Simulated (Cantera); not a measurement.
Input: 1 mol Cu2O, 2.4 mol CH4, 0.014 mol CO, at 0.700 bar.

Equilibrium computed with Cantera from the NASA thermochemical tables; the gas is ideal and each condensed phase is pure. Candidate condensed phases: C, C6H6, C7H8, C8H18, Cu, CuO, Cu(OH)2, Cu2O, H2O; 113 gas species. Rates play no part.

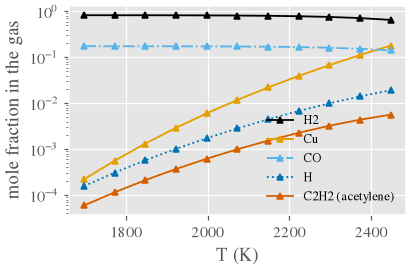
Figure. Equilibrium gas composition (values under 1e-9 drawn at 1e-9)

From 1698 K to 2448 K the condensed part is C(graphite) + Cu(l). The main Cu-bearing gas is Cu throughout. The share of Cu in condensed phases is highest at 1698 K (99.9 %) and lowest at 2448 K (33.4 %).
